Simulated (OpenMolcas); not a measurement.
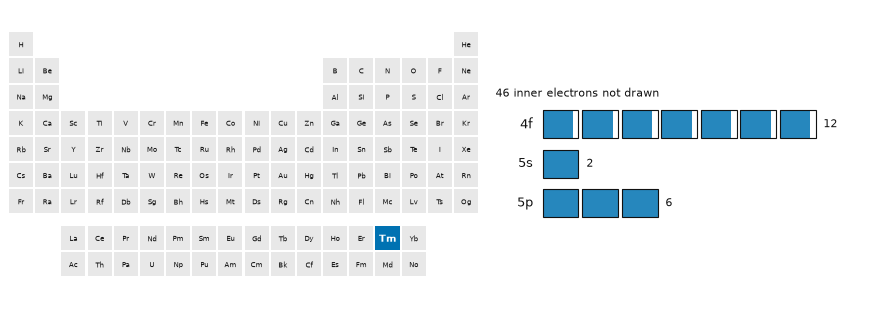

Fig. 1: Left, the place of thulium in the periodic table; right, the outer shells of the leading configuration of the lowest level: a box for each of the 2l + 1 orbitals, shaded by the share of the shell that is filled, with the electron count at the right.

## Run report: Tm³⁺ complex, multiconfigurational calculation (part 1 of 2)

- system: Tm³⁺ with 8 ligands (F; square antiprism, 2.3 Å), neutralised by 8 outer point charges of +0.62 e, whose field is part of the energies.
- method: state-averaged CASSCF, active space 12 electrons in the shell 4f, basis ANO-RCC-VDZP on the metal and ANO-RCC-VDZP on the ligands, DKH2 scalar Hamiltonian, spin-orbit coupling by RASSI with atomic mean-field integrals (OpenMolcas)

## Input file
```
&GATEWAY
Coord
9

Tm 0.0 0.0 0.0
F 1.788146 0.740674 1.242553
F -0.740674 1.788146 1.242553
F -1.788146 -0.740674 1.242553
F 0.740674 -1.788146 1.242553
F 1.788146 -0.740674 -1.242553
F 0.740674 1.788146 -1.242553
F -1.788146 0.740674 -1.242553
F -0.740674 -1.788146 -1.242553
Basis=Tm.ANO-RCC-VDZP,F.ANO-RCC-VDZP
Group=NoSym
NoMove
AngMom=0.0 0.0 0.0
AMFI
RICD
XField
8 Angstrom 0
3.809528 1.577957 2.647178 0.625000
-1.577957 3.809528 2.647178 0.625000
-3.809528 -1.577957 2.647178 0.625000
1.577957 -3.809528 2.647178 0.625000
3.809528 -1.577957 -2.647178 0.625000
1.577957 3.809528 -2.647178 0.625000
-3.809528 1.577957 -2.647178 0.625000
-1.577957 -3.809528 -2.647178 0.625000
&SEWARD
&RASSCF
FileOrb=start.orb
Symmetry=1
Spin=3
nActEl=12 0 0
Inactive=67
Ras2=7
CIRoot=21 21 1
SDav=21
CIMx=300
Iter=150 100
PrWF=0.3
OrbListing=Nothing
MaxOrb=0
LevShft=1.0
>>> COPY $Project.JobIph JOB001
&RASSCF
FileOrb=start.orb
Symmetry=1
Spin=1
nActEl=12 0 0
Inactive=67
Ras2=7
CIRoot=28 28 1
SDav=28
CIMx=300
Iter=150 100
PrWF=0.3
OrbListing=Nothing
MaxOrb=0
CIOnly
LevShft=1.0
>>> COPY $Project.JobIph JOB002
&RASSI
NrOfJobIphs=2 21 27
1 2 3 4 5 6 7 8 9 10 11 12 13 14 15 16 17 18 19 20 21
1 2 3 4 5 6 7 8 9 10 11 12 13 14 15 16 17 18 19 20 21 22 23 24 25 26 27
IphNames
JOB001
JOB002
EJob
SpinOrbit
DIPRint=1.0
SOCoupling=1000.0
Subsets=2
Property=9
'ANGMOM' 1 'ANGMOM' 2 'ANGMOM' 3 'MLTPL  1' 1 'MLTPL  1' 2 'MLTPL  1' 3
'AMFI' 1 'AMFI' 2 'AMFI' 3
SOProperty=3
'ANGMOM' 1 'ANGMOM' 2 'ANGMOM' 3
```

The file start.orb holds starting orbitals from an earlier step. A driver script formed the levels outside the program, from RASSI's spin-orbit matrix and the active-space energies, averaged over the components of each term or state.

Hardware: 1 thread of Arm Neoverse V2, 24 GiB of memory available, shared host.

Run as:
```bash
OMP_NUM_THREADS=1 MOLCAS_MEM=2457 MOLCAS_PROJECT=a pymolcas a.inp > a.log  # once for each step of the input, in one work folder
```

## Output (extracts)
```
--- SEWARD ---
Basis set label: TM.ANO-RCC...7S6P4D2F1G.

      Electronic valence basis set:
      ------------------
      Associated Effective Charge  69.000000 au
      Associated Actual Charge     69.000000 au
      Nuclear Model: Point charge

      Shell  nPrim  nBasis  Cartesian Spherical Contaminant
         s      25       7        X
         p      22       6        X
         d      15       4                 X
         f      11       2                 X
         g       4       1                 X
                  Relativistic Douglas-Kroll-Hess integrals:
                    - DKH order of Hamiltonian: 2
                    - DKH order of Properties : 0
                  Atomic mean-field integrals
--- RASSCF ---
Wave function specifications:
      -----------------------------

      Number of closed shell electrons         134
      Number of electrons in active shells      12
      Max number of holes in RAS1 space          0
      Max nr of electrons in RAS3 space          0
      Number of inactive orbitals               67
      Number of active orbitals                  7
      Number of secondary orbitals             106
      Spin quantum number                      1.0
      State symmetry                             1
Orbital specifications:
      -----------------------

      Symmetry species                           1
                                                 a
      Frozen orbitals                            0
      Inactive orbitals                         67
      Active orbitals                            7
      RAS1 orbitals                              0
      RAS2 orbitals                              7
      RAS3 orbitals                              0
      Secondary orbitals                       106
      Deleted orbitals                           0
      Number of basis functions                180
      Number of CSFs                            21
      Number of root(s) required                21
      Iter CI   SX   CI       RASSCF       Energy    max ROT     max BLB   max BLB  Level Ln srch  Step   QN
          iter iter root      energy       change     param      element    value   shift minimum  type update
 Nr of preliminary CI iterations:   1
      Total energies have been shifted. Add               -14000.00 au
        1   1    9    0  -352.03741133    0.00E+00  -4.70E-02   73  85 1  4.04E-01*  1.65   0.00    SX    NO
        2   1   11    0  -353.00856265   -9.71E-01* -2.64E-02   71  83 1 -1.51E-01*  1.07   0.00    SX    NO
        3   1   10    0  -353.18370695   -1.75E-01* -1.28E-02   69  81 1  1.02E-01*  1.16   0.00    SX    NO
        4   1   10    0  -353.20692043   -2.32E-02*  1.03E-02   71  83 1 -7.82E-02*  1.00   0.00    SX    NO
        5   1   10    0  -353.21549866   -8.58E-03* -3.16E-03   69  81 1  6.00E-02*  1.09   0.78    QN   YES
        6   1    9    0  -353.22079286   -5.29E-03* -2.12E-03   73  85 1  1.61E-02*  1.05   1.69    LS   YES
        7   1    9    0  -353.22185993   -1.07E-03*  1.55E-03   69  81 1 -1.32E-02*  1.02   1.03    QN   YES
        8   1    9    0  -353.22253339   -6.73E-04*  9.29E-04   26  98 1 -4.04E-03*  1.03   1.61    LS   YES
        9   1    8    0  -353.22264639   -1.13E-04*  5.05E-04   44 136 1 -3.65E-03*  1.03   1.02    QN   YES
       10   1    8    0  -353.22274166   -9.53E-05*  4.90E-04   29 109 1 -1.32E-03*  1.03   1.98    LS   YES
       11   1    8    0  -353.22277236   -3.07E-05* -1.25E-04   25  97 1  1.13E-03*  1.03   1.01    QN   YES
       12   1    7    0  -353.22278208   -9.72E-06* -1.40E-04   25  97 1  5.74E-04*  1.03   2.13    LS   YES
       13   1    7    0  -353.22278585   -3.77E-06* -4.27E-05   71  83 1 -5.21E-04*  1.03   1.00    QN   YES
       14   1    6    0  -353.22278644   -5.92E-07* -2.52E-05   27 108 1  1.22E-04*  1.03   1.36    QN   YES
       15   1    6    0  -353.22278654   -9.66E-08*  8.37E-06   70  82 1  4.50E-05   1.03   1.20    QN   YES
       16   1    5    0  -353.22278651    2.66E-08*  5.40E-06   74  86 1  1.64E-05   1.03   0.08    LS   YES
       17   1    6    0  -353.22278649    1.97E-08*  3.91E-06   70  82 1  3.47E-05   1.03  -0.03    LS   YES
       18   1    5    0  -353.22278650   -1.03E-08*  7.21E-06   74  86 1  2.15E-05   1.03   1.08    QN   YES
       19   1    5    0  -353.22278650    2.11E-09   1.93E-06   73  75 1  5.67E-06   1.03   0.19    QN   YES
      Convergence after 19 iterations
       20   1    5    0  -353.22278650   -6.89E-10   1.93E-06   73  75 1  3.90E-06   1.03   0.19    QN   YES
      Natural orbitals and occupation numbers for root  1
      sym 1:   1.500000   1.500000   2.000000   2.000000   2.000000   1.500000   1.500000
      Natural orbitals and occupation numbers for root  2
      sym 1:   1.500000   1.500000   2.000000   2.000000   2.000000   1.500000   1.500000
      Natural orbitals and occupation numbers for root  3
      sym 1:   1.835010   2.000000   1.835010   1.329980   1.835010   1.329980   1.835010
::    RASSCF root number  1 Total energy: -14353.26039066
::    RASSCF root number  2 Total energy: -14353.26039066
::    RASSCF root number  3 Total energy: -14353.25865992
::    RASSCF root number  4 Total energy: -14353.25865991
::    RASSCF root number  5 Total energy: -14353.25860441
::    RASSCF root number  6 Total energy: -14353.25860441
::    RASSCF root number  7 Total energy: -14353.25854885
::    RASSCF root number  8 Total energy: -14353.25854801
::    RASSCF root number  9 Total energy: -14353.25850766
::    RASSCF root number 10 Total energy: -14353.25850766
::    RASSCF root number 11 Total energy: -14353.25843956
::    RASSCF root number 12 Total energy: -14353.22312869
::    RASSCF root number 13 Total energy: -14353.22312869
::    RASSCF root number 14 Total energy: -14353.22300836
::    RASSCF root number 15 Total energy: -14353.22260733
::    RASSCF root number 16 Total energy: -14353.22260733
::    RASSCF root number 17 Total energy: -14353.22245959
::    RASSCF root number 18 Total energy: -14353.22245959
::    RASSCF root number 19 Total energy: -14353.09156530
::    RASSCF root number 20 Total energy: -14353.08984498
::    RASSCF root number 21 Total energy: -14353.08984498
--- RASSCF ---
Wave function specifications:
      -----------------------------

      Number of closed shell electrons         134
      Number of electrons in active shells      12
      Max number of holes in RAS1 space          0
      Max nr of electrons in RAS3 space          0
      Number of inactive orbitals               67
      Number of active orbitals                  7
      Number of secondary orbitals             106
      Spin quantum number                      0.0
      State symmetry                             1
Orbital specifications:
      -----------------------

      Symmetry species                           1
                                                 a
      Frozen orbitals                            0
      Inactive orbitals                         67
      Active orbitals                            7
      RAS1 orbitals                              0
      RAS2 orbitals                              7
      RAS3 orbitals                              0
      Secondary orbitals                       106
      Deleted orbitals                           0
      Number of basis functions                180
      Number of CSFs                            28
      Number of root(s) required                28
      Iter CI   SX   CI       RASSCF       Energy    max ROT     max BLB   max BLB  Level Ln srch  Step   QN
          iter iter root      energy       change     param      element    value   shift minimum  type update
 Nr of preliminary CI iterations:   1
        1   1    0    0-14353.13800977    0.00E+00   0.00E+00   71  83 1 -8.01E-03*  0.00   0.00    SX    NO
      Natural orbitals and occupation numbers for root  1
      sym 1:   1.879460   1.359028   1.987137   1.548757   1.987137   1.359021   1.879460
      Natural orbitals and occupation numbers for root  2
      sym 1:   1.731370   1.537257   1.731369   2.000000   1.731370   1.537264   1.731369
      Natural orbitals and occupation numbers for root  3
      sym 1:   1.731335   1.537331   1.731335   2.000000   1.731335   1.537331   1.731335
::    RASSCF root number  1 Total energy: -14353.21881055
::    RASSCF root number  2 Total energy: -14353.21851264
::    RASSCF root number  3 Total energy: -14353.21849521
::    RASSCF root number  4 Total energy: -14353.21813915
::    RASSCF root number  5 Total energy: -14353.21813915
::    RASSCF root number  6 Total energy: -14353.21738915
::    RASSCF root number  7 Total energy: -14353.21738915
::    RASSCF root number  8 Total energy: -14353.21707133
::    RASSCF root number  9 Total energy: -14353.21707133
::    RASSCF root number 10 Total energy: -14353.13241049
::    RASSCF root number 11 Total energy: -14353.13241049
::    RASSCF root number 12 Total energy: -14353.13180687
::    RASSCF root number 13 Total energy: -14353.13093045
::    RASSCF root number 14 Total energy: -14353.13093045
::    RASSCF root number 15 Total energy: -14353.10612248
::    RASSCF root number 16 Total energy: -14353.10612248
::    RASSCF root number 17 Total energy: -14353.10600822
::    RASSCF root number 18 Total energy: -14353.10600822
::    RASSCF root number 19 Total energy: -14353.10540782
::    RASSCF root number 20 Total energy: -14353.10539678
::    RASSCF root number 21 Total energy: -14353.10450820
::    RASSCF root number 22 Total energy: -14353.10450820
::    RASSCF root number 23 Total energy: -14353.10372624
::    RASSCF root number 24 Total energy: -14353.10372624
::    RASSCF root number 25 Total energy: -14353.10324481
::    RASSCF root number 26 Total energy: -14353.10324481
::    RASSCF root number 27 Total energy: -14353.10307603
::    RASSCF root number 28 Total energy: -14352.88367114
```

(Continued in part 2.) Outcome of the run: converged.
